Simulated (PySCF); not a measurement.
```xyz
17

B    -0.3698   -0.9507    0.1749
C     1.1723   -0.8306   -0.1458
C     1.9104    0.1869    0.7257
H     1.2693   -0.5338   -1.2078
H     1.6451   -1.8227   -0.0630
H     2.9749    0.2677    0.4549
H     1.4756    1.1956    0.6386
H     1.8681   -0.0904    1.7913
C    -1.3405    0.3049    0.1680
C    -1.1557    1.2644   -1.0068
H    -1.1467    0.8490    1.1134
H    -2.3980   -0.0133    0.2328
H    -1.8128    2.1450   -0.9309
H    -0.1205    1.6348   -1.0673
H    -1.3776    0.7742   -1.9682
O    -0.8368   -2.1894    0.4921
H    -1.7858   -2.1922    0.6584
```

Geometry: PBE0-D3(BJ)/def2-SVP.

These are results of PBE0/def2-SVPD, SCF density, gas phase (PySCF 2.14.0), not measurements.

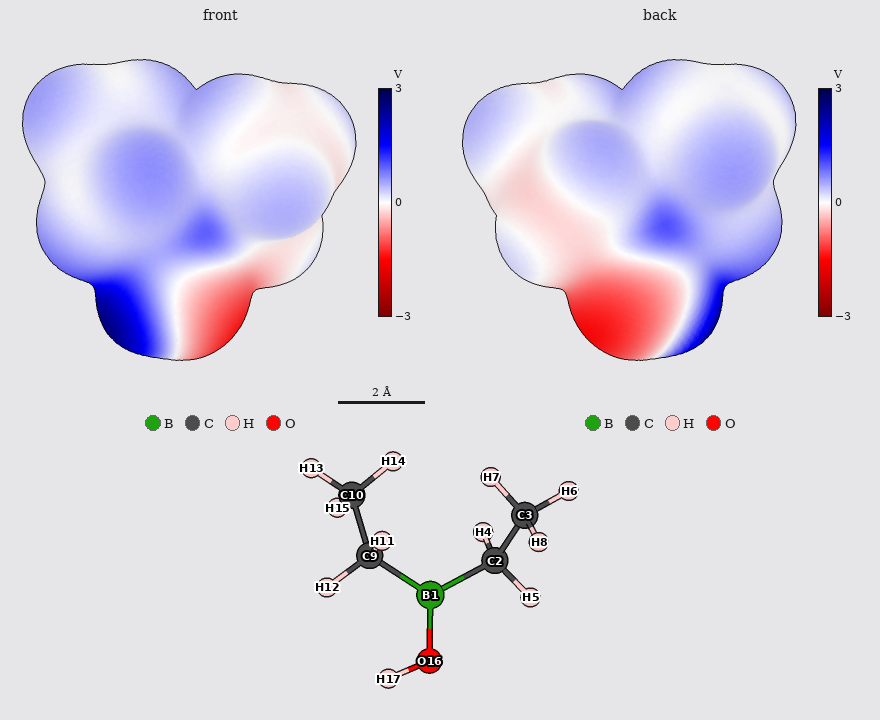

C4H11BO (BEt2(OH)). The molecular electrostatic potential painted on the density surface at 0.002 e/bohr³, seen from the front and from behind; red is negative and blue positive. The bare structure is drawn below in the same view.

Question: Which sites attract a positive test charge, and which a negative one?

Answer: A positive charge is drawn to the negative regions and a negative charge to the positive ones. The most negative region (about −1.4 V, or −32 kcal/mol for a unit charge) lies over O16, the most positive (about +2.4 V, or +55 kcal/mol for a unit charge) over H17. O16 is the likeliest acceptor of a hydrogen bond.
